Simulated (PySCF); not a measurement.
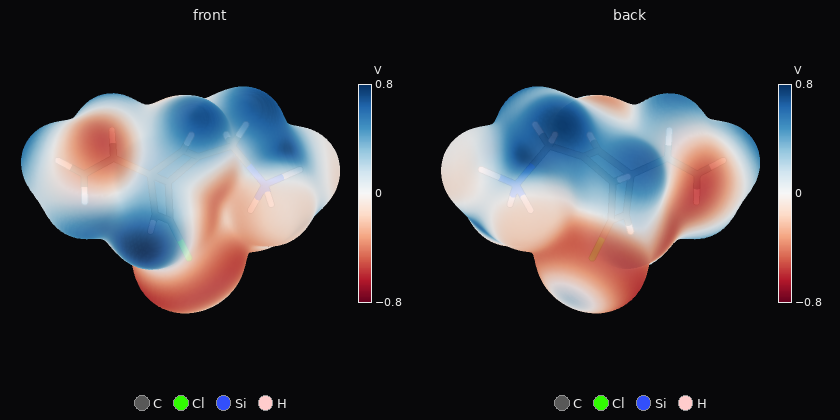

C$_{9}$H$_{11}$ClSi. The molecular electrostatic potential painted on the density surface at 0.001 e/bohr³, seen from the front and from behind; red is negative and blue positive.

Geometry: PBE0-D3(BJ)/def2-SVP.

All numbers below come from CAM-B3LYP/def2-SVPD, SCF density, gas phase (PySCF 2.14.0).

```xyz
22

C    -3.6126    0.3912    0.9646
C    -2.3568    0.8385    0.8996
C    -1.1629    0.0091    0.6035
C    -1.3270   -1.4337    0.1390
C    -0.6413   -1.2079   -0.9889
Cl   -0.1279   -2.2135   -2.2765
C    -0.3437    0.2487   -0.7258
C     0.8435    0.5626    0.1781
C     2.2459    0.8946   -0.1586
Si    3.1776   -0.5110   -1.0389
C     0.1527    0.3413    1.3098
H    -3.8540   -0.6634    0.8012
H    -4.4449    1.0655    1.1810
H    -2.1512    1.9017    1.0739
H    -1.7625   -2.3217    0.5982
H    -0.6778    0.9918   -1.4648
H     2.2856    1.7681   -0.8335
H     2.8059    1.1634    0.7517
H     3.0463   -1.7821   -0.2674
H     2.6412   -0.7051   -2.4172
H     4.6233   -0.1375   -1.1307
H     0.4202    0.3392    2.3695
```

### Where is the surface potential most negative and most positive?

The most negative region (about −0.6 V) lies over C1, C2 and Cl6, the most positive (about +0.8 V) over Si10, H15, H17 and H18. Cl6 shows a σ-hole: about +0.2 V at the tip opposite its bond, against about −0.5 V on its flanks.

### What dipole moment does the calculation give?

Its dipole moment is 1.75 D.
